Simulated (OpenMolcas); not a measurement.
Run report: Ho³⁺ complex, multiconfigurational calculation (part 2 of 2)

The same run, continued: Ho³⁺ with 6 ligands (Cl; trigonal prism, 2.66 Å), neutralised by 6 outer point charges of +0.5 e, whose field is part of the energies. Method: state-averaged CASSCF, active space 10 electrons in the shell 4f, basis ANO-RCC-VDZP on the metal and ANO-RCC-VDZP on the ligands, DKH2 scalar Hamiltonian, spin-orbit coupling by RASSI with atomic mean-field integrals (OpenMolcas).

### Log (extracts), continued
```
--- RASSI ---
SPIN-FREE ENERGIES:
  (Shifted by EMIN (a.u.) =     -15371.7864250020)

 SF State       Relative EMIN(au)   Rel lowest level(eV)    D:o, cm**(-1)

     1             0.0000000000        0.0000000000              0.0000
     2             0.0000000000        0.0000000000              0.0000
     3             0.0000055490        0.0001509955              1.2179
     4             0.0000055499        0.0001510214              1.2181
     5             0.0000796436        0.0021672133             17.4798
     6             0.0000796436        0.0021672133             17.4798
     7             0.0002817884        0.0076678528             61.8454
     8             0.0002854280        0.0077668920             62.6442
     9             0.0005411850        0.0147263933            118.7764
    10             0.0005411850        0.0147263933            118.7764
    11             0.0007485603        0.0203693638            164.2900
    12             0.0007485603        0.0203693638            164.2900
    13             0.0008269972        0.0225037405            181.5049
    14             0.0804878201        2.1901851598          17665.0346
    15             0.0804997762        2.1905105031          17667.6587
    16             0.0804997762        2.1905105031          17667.6587
    17             0.0806641080        2.1949821986          17703.7254
    18             0.0806641080        2.1949821986          17703.7254
    19             0.0808729159        2.2006641522          17749.5534
    20             0.0816291695        2.2212428590          17915.5319
    21             0.0816330123        2.2213474272          17916.3753
    31             0.0962180234        2.6182257991          21117.4152
    32             0.0962224250        2.6183455717          21118.3813
    33             0.0962224250        2.6183455717          21118.3813
    34             0.0962262176        2.6184487741          21119.2136
    35             0.0962349895        2.6186874685          21121.1388
    36             0.0962349895        2.6186874685          21121.1388
    37             0.0962416607        2.6188690030          21122.6030
    38             0.0962416607        2.6188690030          21122.6030
    39             0.0962506832        2.6191145170          21124.5832
    40             0.0962506832        2.6191145170          21124.5832
    41             0.0962526197        2.6191672114          21125.0082
    42             0.0962938695        2.6202896767          21134.0615
    43             0.0962952901        2.6203283331          21134.3733
    44             0.0963991820        2.6231553761          21157.1749
    45             0.0963991820        2.6231553761          21157.1749
    46             0.1226256912        3.3368150460          26913.2284
    47             0.1226256912        3.3368150460          26913.2284
    48             0.1226712006        3.3380534215          26923.2165
    49             0.1226712006        3.3380534215          26923.2165
Eigenvalues of complex Hamiltonian:
   -----------------------------------
  (Shifted by EMIN (a.u.) =     -15371.7864250020)

 SO State       Relative EMIN(au)   Rel lowest level(eV)    D:o, cm**(-1)

     1            -0.0366240712        0.0000000000              0.0000
     2            -0.0366240712        0.0000000000              0.0000
     3            -0.0366166821        0.0002010684              1.6217
     4            -0.0366166821        0.0002010684              1.6217
     5            -0.0365874663        0.0009960703              8.0338
     6            -0.0365874663        0.0009960699              8.0338
     7            -0.0364919417        0.0035954273             28.9991
     8            -0.0364919417        0.0035954273             28.9991
     9            -0.0363506856        0.0074392027             60.0012
    10            -0.0363506856        0.0074392027             60.0012
    11            -0.0361925830        0.0117413931             94.7007
    12            -0.0361909035        0.0117870929             95.0693
    13            -0.0360477167        0.0156834050            126.4952
    14            -0.0360477167        0.0156834041            126.4952
    15            -0.0359478586        0.0184006829            148.4115
    16            -0.0359478586        0.0184006834            148.4115
    17            -0.0359122030        0.0193709216            156.2370
    18            -0.0131444387        0.6389133494           5153.1837
    19            -0.0131444387        0.6389133494           5153.1837
    20            -0.0131204761        0.6395654053           5158.4429
    21            -0.0131204761        0.6395654040           5158.4429
    22            -0.0130268773        0.6421123567           5178.9854
    23            -0.0130268773        0.6421123567           5178.9854
    24            -0.0128942830        0.6457204334           5208.0865
    25            -0.0128942830        0.6457204334           5208.0865
    26            -0.0127531366        0.6495612229           5239.0646
    27            -0.0127530149        0.6495645322           5239.0913
    28            -0.0126291516        0.6529350260           5266.2761
    29            -0.0126291516        0.6529350265           5266.2761
    30            -0.0125442361        0.6552456953           5284.9129
    31            -0.0125442361        0.6552456936           5284.9129
    32            -0.0125139797        0.6560690122           5291.5534
    33             0.0038791934        1.1021499779           8889.4391
    34             0.0038791935        1.1021499813           8889.4391
    35             0.0039386406        1.1037676181           8902.4862
    36             0.0039386406        1.1037676181           8902.4862
    37             0.0040783038        1.1075680485           8933.1388
    38             0.0040783038        1.1075680485           8933.1388
    39             0.0042309609        1.1117220585           8966.6431
    40             0.0042314559        1.1117355294           8966.7518
    41             0.0043624990        1.1153013937           8995.5124
Weights of the five most important spin-orbit-free states for each spin-orbit state.

 SO State  Total energy (au)           Spin-free states, spin, and weights
 -------------------------------------------------------------------------------------------------------
    1        -0.036624       1 2.0  0.3537    2 2.0  0.3537    4 2.0  0.1179    3 2.0  0.1179   42 1.0  0.0241
    2        -0.036624       2 2.0  0.3537    1 2.0  0.3537    4 2.0  0.1179    3 2.0  0.1179   42 1.0  0.0241
    3        -0.036617       4 2.0  0.4716    3 2.0  0.4716   45 1.0  0.0275   44 1.0  0.0275  153 0.0  0.0005
    4        -0.036617       4 2.0  0.4716    3 2.0  0.4716   45 1.0  0.0275   44 1.0  0.0275  152 0.0  0.0005
    5        -0.036587       5 2.0  0.2585    6 2.0  0.2585    1 2.0  0.1893    2 2.0  0.1893    4 2.0  0.0475
    6        -0.036587       6 2.0  0.2585    5 2.0  0.2585    2 2.0  0.1893    1 2.0  0.1893    3 2.0  0.0475
    7        -0.036492       6 2.0  0.2233    5 2.0  0.2233    7 2.0  0.1833    8 2.0  0.1831    2 2.0  0.1225
    8        -0.036492       5 2.0  0.2233    6 2.0  0.2233    7 2.0  0.1833    8 2.0  0.1831    1 2.0  0.1225
    9        -0.036351       7 2.0  0.2286    8 2.0  0.2275    6 2.0  0.2084   10 2.0  0.1257    9 2.0  0.1257
   10        -0.036351       7 2.0  0.2286    8 2.0  0.2275    5 2.0  0.2084    9 2.0  0.1257   10 2.0  0.1257
   11        -0.036193       7 2.0  0.2893    9 2.0  0.2119   10 2.0  0.2119   12 2.0  0.0835   11 2.0  0.0835
   12        -0.036191       8 2.0  0.2893    9 2.0  0.2127   10 2.0  0.2127   12 2.0  0.0835   11 2.0  0.0835
```

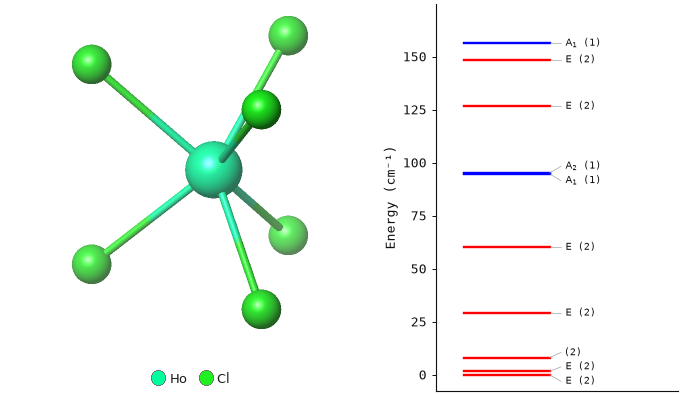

**Figure 2.** Ho³⁺ (4f¹⁰) with 6 ligands, Cl⁻, at 2.66 Å (arrangement: trigonal prism, D3h), neutralised by outer point charges of +0.5 e, and its levels. Labels give the representation in O, Td, D4 or D3 as the site allows (double group for half-integer spin) where it could be assigned and, in brackets, the degeneracy; spin-free states, where drawn, share the zero of the spin-orbit levels. The ground level is E, doubly degenerate, 94 % from states of spin multiplicity 5 (of the 210 states of multiplicity 3, 106 enter the spin-orbit step). Its principal g values are 0.00, 0.00 and 17.38, easy-axis. The next level lies at 1.6 cm⁻¹ (E). The lowest J multiplet spreads over 156 cm⁻¹. The active orbitals hold 100 % metal character (Löwdin), and the Mulliken charge of the metal is +1.95.

Outcome of the run: converged.
